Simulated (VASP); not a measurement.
Here is the system:

```
CELL_PARAMETERS angstrom
      1.97550    -3.42167     0.00000
      1.97550     3.42167     0.00000
      0.00000     0.00000     5.15079
ATOMIC_POSITIONS crystal
  Ni 0.00000 0.00000 0.50000
  Ni 0.00000 0.00000 0.00000
  Sb 0.33333 0.66667 0.25000
  Sb 0.66667 0.33333 0.75000
```

Level of theory: rev-vdW-DF2, VASP's PBE PAW potentials (set 64) (plane waves; VASP 6.6.1). Run with 520 eV cut-off, 10×10×7 Γ-centred mesh, tetrahedra with Blöchl corrections, potentials Ni Sb.

Unless said otherwise, spin-orbit coupling is left out, though it shifts the bands of the heavy elements here.

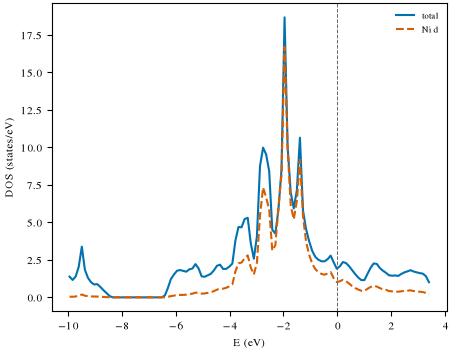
Figure: Total and projected density of states, zero at the Fermi level

Within 2 eV below the Fermi level the largest weight inside VASP's projection spheres is Ni d.

It has no gap at this level: it comes out as a metal or semimetal.

The compound is NiSb in the NiAs type structure. It was relaxed first. The run is not spin-polarised, so no magnetic state was tried.
